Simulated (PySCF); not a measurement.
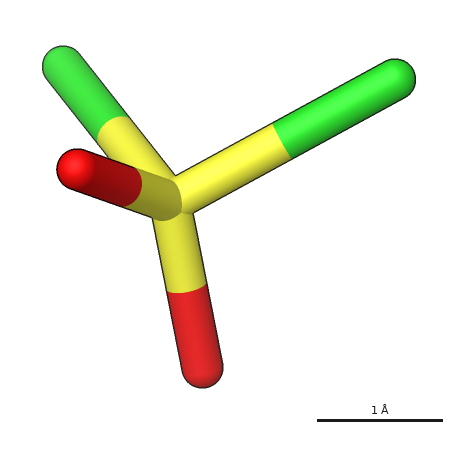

A stick model of a molecule. Every bond is drawn as one stick, whatever its order. Colours: oxygen red, sulfur yellow, chlorine green.

Description:

Formula SCl₂O₂. SMILES: `O=S(=O)(Cl)Cl`. This geometry has C2v symmetry. Coordination: 1 S tetrahedral.

The parts below concern this one geometry. Atoms keep their numbers from picture to picture. The geometry was computed by an optimisation with PBE0-D3(BJ)/def2-SVP. No frequency run is at hand to confirm it as a minimum.

### Shape

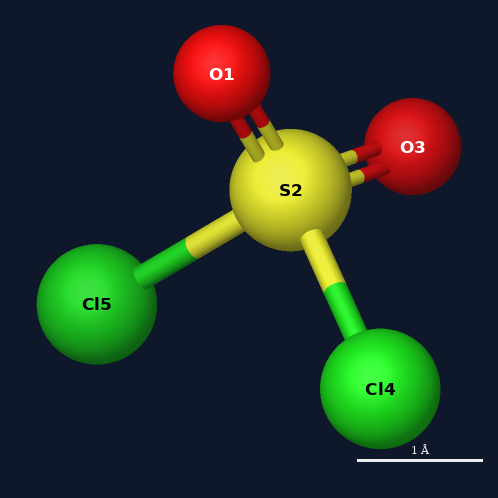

Atoms carry their numbers in the input. No frequency run is at hand to confirm it as a minimum.

List the bonds and their lengths.

```json
{"bond": "O1–S2", "length (Å)": "1.436", "order": "double"}
{"bond": "S2–O3", "length (Å)": "1.436", "order": "double"}
{"bond": "S2–Cl4", "length (Å)": "2.053", "order": "single"}
{"bond": "S2–Cl5", "length (Å)": "2.054", "order": "single"}
```

### Core levels

No frequency run is at hand to confirm it as a minimum. Properties computed with delta-SCF UKS SCAN, pcX-2 on the ionised atom, pcseg-1 elsewhere, spin-free X2C (PySCF 2.14.0).

Give the core-electron binding energies (to vacuum; p and d levels without spin–orbit splitting) of O1 1s, S2 1s, S2 2p, Cl4 1s, Cl4 2p.

```csv
atom,level,binding energy (eV)
O1,1s,539.7
S2,1s,2485.3
S2,2p,176.9
Cl4,1s,2829.9
Cl4,2p,207.9
```

### NMR shielding

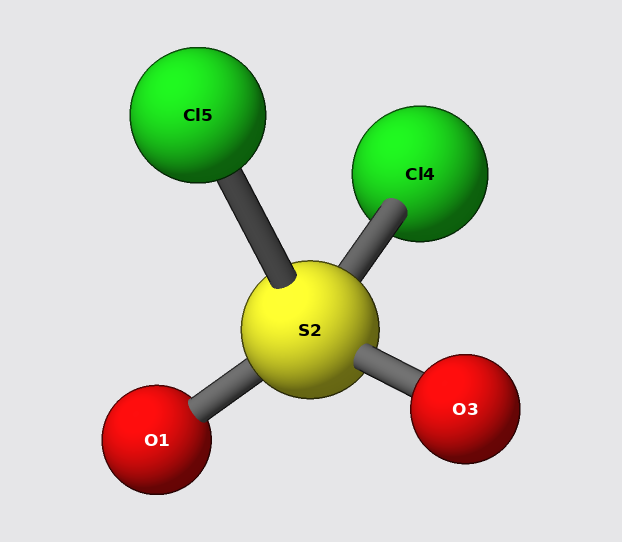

No frequency run is at hand to confirm it as a minimum. Level of theory: GIAO PBE0/pcSseg-1 NMR shielding, non-relativistic, IEF-PCM dichloromethane (PySCF 2.14.0). Principal shieldings σ11 ≤ σ22 ≤ σ33, span Ω = σ33 − σ11, skew κ = 3(σiso − σ22)/Ω.

Give the shielding tensors of the S atoms.

```json
{"atom": "S2", "σ11": "−28.0", "σ22": "5.6", "σ33": "480.5", "σiso": "152.7", "Ω": "508.5", "κ": "0.87"}
```

Shieldings and span in ppm.

### Electronic properties

No frequency run is at hand to confirm it as a minimum. Properties computed with CAM-B3LYP/def2-SVPD, gas phase (PySCF 2.14.0). Excitations: vertical, linear response.

Question: Estimate the brightest of the 10 lowest singlets.

Answer: 6.47 eV.

Question: Estimate the HOMO–LUMO gap.

Answer: 8.84 eV.

Question: Give the HOMO energy (Kohn–Sham orbital) at this level.

Answer: −11.49 eV.

Question: What is the lowest vertical singlet excitation?

Answer: 4.86 eV.
